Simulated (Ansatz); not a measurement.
Cost and result by functional for the adsorption energy of H on the 1x1 (111) surface of fcc Cu, one in a 2x2 cell, started at the site 'bridge Cu-Cu (span 2.6 Å)', in Ansatz (plane waves, PAW). Single points on the PBE structure, on one kind of machine; costs are rough ratios of the slab run's core time (references not counted) to the cheapest single point. r2SCAN's cost holds its higher cutoff (500 against 420 eV). Differences are taken against r2SCAN for comparison alone: no measured value is at hand, so the table doesn't rank accuracy.

Slab: 17 atoms, 6.2 Å thick at the start under the adsorbate (thin: gaps and levels are the slab's own); k 6x6x1, smearing 0.1 eV, dipole-corrected; 8 atoms held, the rest relaxed; symmetry of the start imposed; no spin, no spin-orbit, no U, no dispersion correction. At the end it is bonded to 3 Cu. In PBE it is, or lies within 0.03 eV of, the lowest of the starts that converged. These notes are the PBE run's. Adsorption energies are against ½ H2(g). A negative adsorption energy means that the adsorbate is more stable on the surface than in its reference.

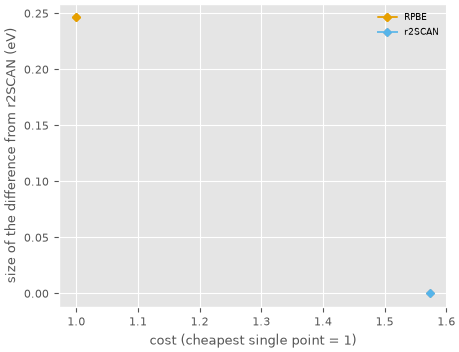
Figure. Difference from r2SCAN against cost

```tsv
functional	relative cost	adsorption energy (eV)	less r2SCAN (eV)
RPBE	1	0.02	0.25
r2SCAN	2	-0.23	0.00
PBE (the relaxed run's value)	–	-0.14	0.09
```

The values span 0.25 eV, while the single points' costs differ by a factor of roughly 2. Differences are of unrounded values.

Ansatz is a first-principles code.
